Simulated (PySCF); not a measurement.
## C$_{3}$H$_{6}$SSi: geometry relaxation

The run: geometry relaxation of C$_{3}$H$_{6}$SSi, SMILES C=C1C[SiH2]S1. Method and program: PBE0-D3(BJ)/def2-SVP geometry optimisation, gas phase (PySCF 2.14.0).

It belongs to a series of runs on one base structure; here: ring closed by a new Si-C bond.

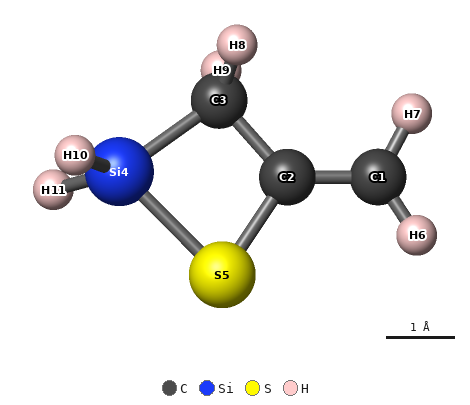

The input geometry (ball-and-stick view, seen at a tilt; atoms are numbered from 1 in the order of the input).

## Input
```
{"job": {"xc": "PBE0", "basis": "def2-SVP", "d3": "d3bj", "grid": 1, "shake": 0.01, "kind": "geom"}, "charge": 0, "multiplicity": 1}
C      1.978660    -0.600080     0.120000
C      0.644550    -0.412010     0.092180
C     -0.164200     0.829690    -0.235190
Si    -1.812750     0.019080     0.027540
S     -0.558220    -1.676060     0.448640
H      2.399580    -1.516140     0.362090
H      2.634010     0.237300    -0.117650
H      0.114710     1.654610     0.448940
H      0.061270     1.191750    -1.217970
H     -2.601510     0.439480     1.212190
H     -2.657990    -0.193450    -1.156440
```

The first line tells a small driver script what to run in PySCF; the rest is the geometry in Å.

Run on 1 CPU thread, shared host.

Launched with:
```bash
OMP_NUM_THREADS=1 python <driver script> task.json out
```

## What the program printed
```
step   0  E = -804.90079670  max force = 0.044718
step   1  E = -804.90509314  max force = 0.014669
step   2  E = -804.90574243  max force = 0.003421
step   3  E = -804.90590076  max force = 0.002375
step   4  E = -804.90596299  max force = 0.000852
step   5  E = -804.90597071  max force = 0.000307
optimisation converged
```

## Trajectory as extended XYZ (Å, eV, eV/Å), 6 frames, from step=0 to step=5
```
11
Properties=species:S:1:pos:R:3:forces:R:3 step=0 energy=-21902.46629
C     1.9787   -0.6001    0.1200   -1.7835   2.2995  -0.5818
C     0.6445   -0.4120    0.0922    0.6896  -0.3134  -0.0114
C    -0.1642    0.8297   -0.2352    0.9743   0.4424   0.9732
Si   -1.8128    0.0191    0.0275   -0.1431  -0.4709   0.3597
S    -0.5582   -1.6761    0.4486   -0.0676  -0.5294   0.1500
H     2.3996   -1.5161    0.3621    0.9170  -2.0327   0.5378
H     2.6340    0.2373   -0.1177    0.1223   0.0752  -0.0206
H     0.1147    1.6546    0.4489   -0.2575  -0.0863  -0.0040
H     0.0613    1.1918   -1.2180    0.0598   0.3135  -1.1107
H    -2.6015    0.4395    1.2122   -0.1791   0.1782  -0.0151
H    -2.6580   -0.1935   -1.1564   -0.3323   0.1238  -0.2771
11
Properties=species:S:1:pos:R:3:forces:R:3 step=1 energy=-21902.58320
C     1.9665   -0.4670    0.4249    0.2677  -0.7543  -0.1136
C     0.6713   -0.4141    0.1153   -0.1425   0.2226   0.2830
C    -0.1373    0.7962   -0.3197   -0.0073  -0.0340  -0.2346
Si   -1.7945   -0.1039   -0.1596   -0.0787   0.2323  -0.0188
S    -0.5025   -1.7659    0.3115    0.0494  -0.0611  -0.0860
H     2.4340   -1.4223    0.7326   -0.1715   0.4725  -0.0196
H     2.6117    0.4050    0.3059   -0.0146   0.0775  -0.0034
H     0.0007    1.6547    0.3476    0.0257   0.1330   0.1298
H     0.1138    1.1323   -1.3428   -0.0471  -0.1151   0.0796
H    -2.6899    0.3826    0.9341    0.0660  -0.0894   0.0607
H    -2.6422   -0.2327   -1.3786    0.0530  -0.0841  -0.0770
11
Properties=species:S:1:pos:R:3:forces:R:3 step=2 energy=-21902.60087
C     1.9660   -0.4910    0.4112    0.1409   0.0572  -0.0901
C     0.6655   -0.4068    0.1275   -0.0639  -0.1160   0.1759
C    -0.1384    0.8062   -0.3126    0.0930   0.0661  -0.0007
Si   -1.7970   -0.0903   -0.1628   -0.0823   0.0486  -0.0233
S    -0.5099   -1.7586    0.3011   -0.0034  -0.0494  -0.0164
H     2.4505   -1.4082    0.7625   -0.1626   0.0322  -0.0484
H     2.6025    0.3872    0.2765    0.0084   0.0476   0.0171
H     0.0036    1.6703    0.3560   -0.0015  -0.0095  -0.0144
H     0.1127    1.1288   -1.3365   -0.0105  -0.0413  -0.0035
H    -2.6946    0.3627    0.9416    0.0359  -0.0229   0.0255
H    -2.6292   -0.2357   -1.3933    0.0460  -0.0126  -0.0218
11
Properties=species:S:1:pos:R:3:forces:R:3 step=3 energy=-21902.60518
C     1.9657   -0.4841    0.3997   -0.0456   0.0771  -0.0011
C     0.6599   -0.4043    0.1427    0.0085   0.0489  -0.0170
C    -0.1348    0.8104   -0.3050   -0.0260   0.0579   0.0885
Si   -1.7947   -0.0856   -0.1625   -0.0548  -0.0004  -0.0312
S    -0.5128   -1.7593    0.3052    0.0279   0.0126   0.0112
H     2.4133   -1.4114    0.7519    0.1221  -0.1169   0.0164
H     2.6100    0.3914    0.2713   -0.0452  -0.0414   0.0131
H     0.0101    1.6799    0.3585   -0.0163  -0.0509  -0.0570
H     0.1180    1.1175   -1.3316    0.0070  -0.0057  -0.0358
H    -2.6942    0.3513    0.9453    0.0041   0.0027   0.0056
H    -2.6090   -0.2410   -1.4043    0.0182   0.0161   0.0072
11
Properties=species:S:1:pos:R:3:forces:R:3 step=4 energy=-21902.60687
C     1.9656   -0.4878    0.4032   -0.0152   0.0340  -0.0150
C     0.6595   -0.4041    0.1471    0.0070  -0.0059  -0.0019
C    -0.1359    0.8102   -0.3030   -0.0027   0.0107   0.0438
Si   -1.7970   -0.0841   -0.1630   -0.0217  -0.0027  -0.0134
S    -0.5149   -1.7573    0.3097    0.0081   0.0024  -0.0016
H     2.4287   -1.4174    0.7380    0.0176  -0.0326   0.0121
H     2.6035    0.3916    0.2799   -0.0026  -0.0055  -0.0023
H     0.0077    1.6808    0.3559   -0.0035   0.0041  -0.0130
H     0.1182    1.1135   -1.3314    0.0044  -0.0111  -0.0092
H    -2.6979    0.3563    0.9425    0.0024  -0.0033   0.0027
H    -2.6060   -0.2371   -1.4074    0.0063   0.0099  -0.0022
11
Properties=species:S:1:pos:R:3:forces:R:3 step=5 energy=-21902.60708
C     1.9657   -0.4894    0.4029   -0.0037   0.0013  -0.0043
C     0.6590   -0.4041    0.1502    0.0013  -0.0046  -0.0006
C    -0.1360    0.8109   -0.2993    0.0005  -0.0028   0.0158
Si   -1.7980   -0.0829   -0.1639   -0.0014  -0.0021  -0.0040
S    -0.5162   -1.7564    0.3112    0.0007   0.0014  -0.0009
H     2.4301   -1.4203    0.7359   -0.0026  -0.0005  -0.0005
H     2.6036    0.3894    0.2774    0.0037   0.0016   0.0018
H     0.0068    1.6830    0.3572    0.0023   0.0073  -0.0030
H     0.1195    1.1109   -1.3285   -0.0001  -0.0036  -0.0018
H    -2.7012    0.3560    0.9402   -0.0005  -0.0036  -0.0001
H    -2.6016   -0.2323   -1.4119    0.0000   0.0057  -0.0025
```

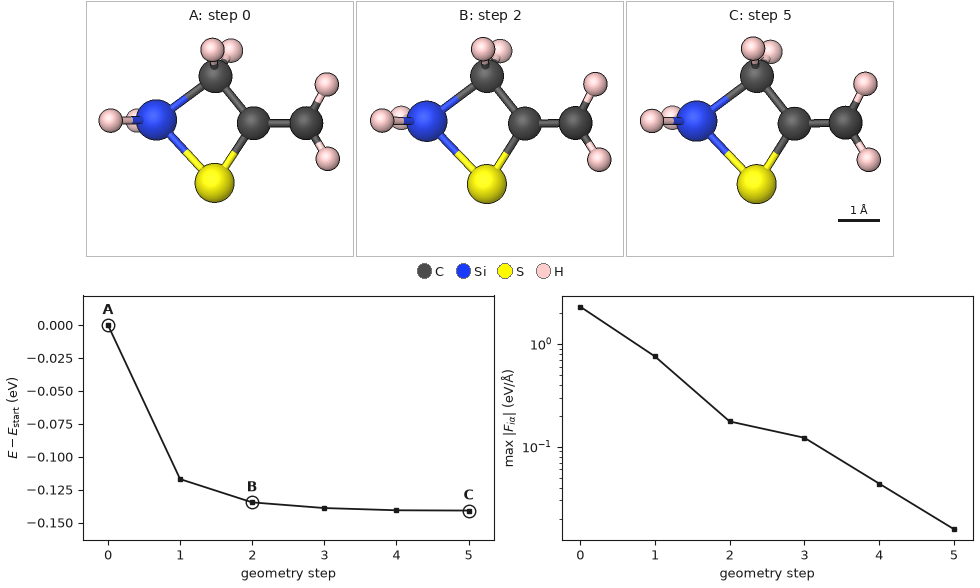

Frames of the relaxation (ball-and-stick view, seen at a tilt) above the curves, on which the letters mark them (steps are counted from 0).

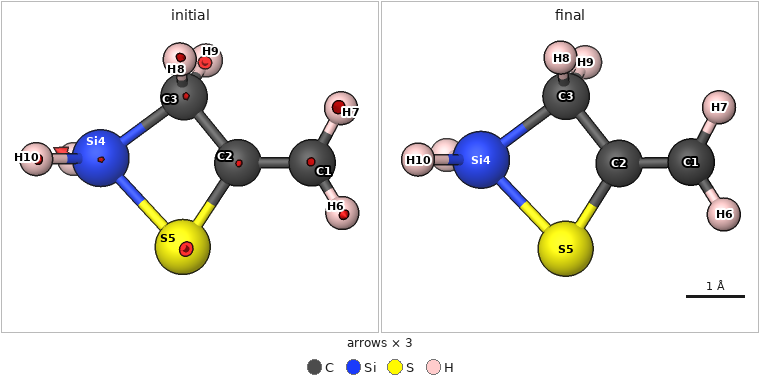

Before (left) and after (right) the relaxation, at one scale (ball-and-stick view, seen at a tilt). The red arrows give the displacements, magnified 3 times. The atom that moves furthest after the best rigid fit is H11 (0.15 Å). By element the largest moves are H 0.15 Å, S 0.13 Å, C 0.05 Å, Si 0.03 Å. Among the contacts that change: C1–H6 1.037 → 1.092 Å, C3–Si4 1.856 → 1.892 Å, C3–H9 1.071 → 1.102 Å, Si4–H11 1.470 → 1.492 Å. Among the angles that change: Si4–C3–H9 117.7° → 113.5°, H10–Si4–H11 112.2° → 108.8°, H8–C3–H9 105.2° → 108.1°. After 5 geometry steps the energy has fallen by 0.141 eV. The largest force component goes from 2.3 to 0.016 eV/Å. (Atoms are counted from 1 in the order of the input.)

## Results in brief

| quantity | value |
| --- | --- |
| outcome | converged |
| total energy | −804.905971 hartree |
| dipole moment | 1.89 D |
| point group | C1 |
| wall time | 37 s |
| peak memory | 0.45 GiB |
